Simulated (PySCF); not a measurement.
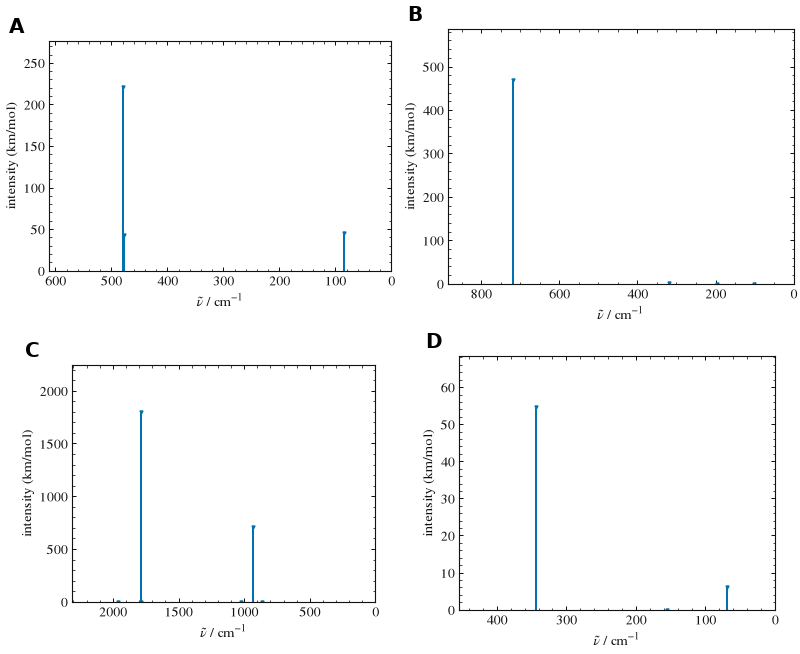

Unscaled harmonic wavenumbers and double-harmonic intensities, PBE0/def2-TZVP (ECP) with PySCF, isolated molecule. Structures are the lowest points that the searches found. Degenerate modes count as one line, with their intensities summed.

**Pair each panel with its molecule.**
1. SrF₂, singlet
2. TeH₆, singlet
3. ZnI₂, singlet
4. BI₃, singlet

A: 1 (most intense lines at 479.7, 84.2 and 477.0 cm⁻¹)
B: 4 (most intense lines at 717.7 cm⁻¹)
C: 2 (most intense lines at 1782.0 and 932.0 cm⁻¹)
D: 3 (most intense lines at 343.0 and 68.9 cm⁻¹)
